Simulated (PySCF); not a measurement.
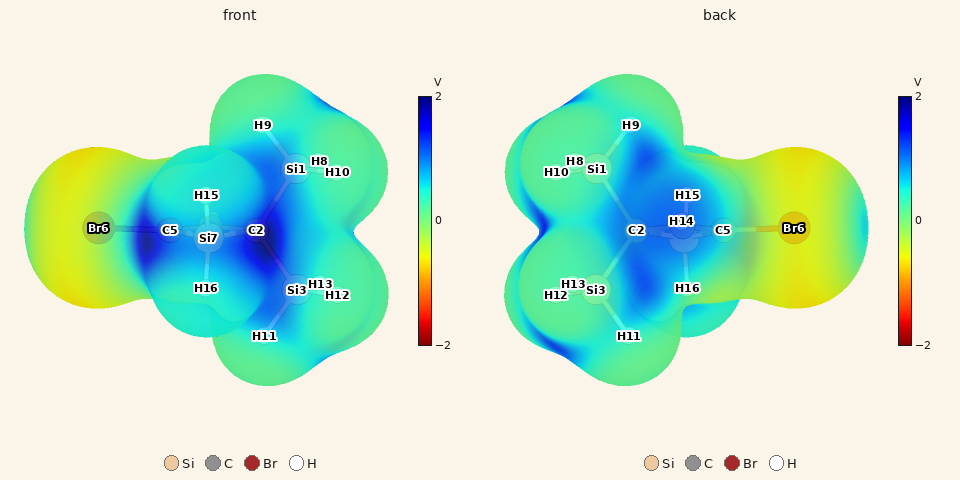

Figure 1: C$_{3}$H$_{9}$BrSi$_{3}$ (SMILES [SiH3]C1([SiH3])C=C(Br)[SiH2]1). The molecular electrostatic potential painted on the density surface at 0.002 e/bohr³, seen from the front and from behind; the colour scale runs from red (negative) to blue (positive).

Geometry: GFN2-xTB.

The calculation used CAM-B3LYP/def2-SVPD, SCF density, gas phase (PySCF).

```yaml
atoms:
  - { symbol: Si, position_ang: [-0.8075, 1.8331, -0.0439] }
  - { symbol: C, position_ang: [0.0823, 0.1479, 0.0186] }
  - { symbol: Si, position_ang: [1.9708, 0.3386, 0.1903] }
  - { symbol: C, position_ang: [-0.2790, -0.6950, -1.1726] }
  - { symbol: C, position_ang: [-0.9022, -1.7577, -0.6590] }
  - { symbol: Br, position_ang: [-1.6385, -3.2348, -1.6236] }
  - { symbol: Si, position_ang: [-0.7468, -1.2127, 1.1449] }
  - { symbol: H, position_ang: [-0.3176, 2.6151, -1.1816] }
  - { symbol: H, position_ang: [-2.2487, 1.6180, -0.1984] }
  - { symbol: H, position_ang: [-0.5447, 2.5469, 1.2065] }
  - { symbol: H, position_ang: [2.5991, -0.9854, 0.1916] }
  - { symbol: H, position_ang: [2.2520, 1.0242, 1.4526] }
  - { symbol: H, position_ang: [2.5005, 1.1136, -0.9345] }
  - { symbol: H, position_ang: [-0.0659, -0.4542, -2.2025] }
  - { symbol: H, position_ang: [-1.9924, -0.8613, 1.8201] }
  - { symbol: H, position_ang: [0.1309, -2.0274, 1.9800] }
```

Describe the electrostatic potential map.

Answer. The most negative region (about −0.6 V, or −14 kcal/mol for a unit charge) lies over Br6, the most positive (about +1.9 V, or +44 kcal/mol for a unit charge) over Si7. Br6 shows a σ-hole: about +0.6 V, or +14 kcal/mol for a unit charge at the tip opposite its bond, against about −0.6 V, or −14 kcal/mol for a unit charge on its flanks.

How polar is the molecule by this calculation?

Answer. Its dipole moment is 1.84 D.
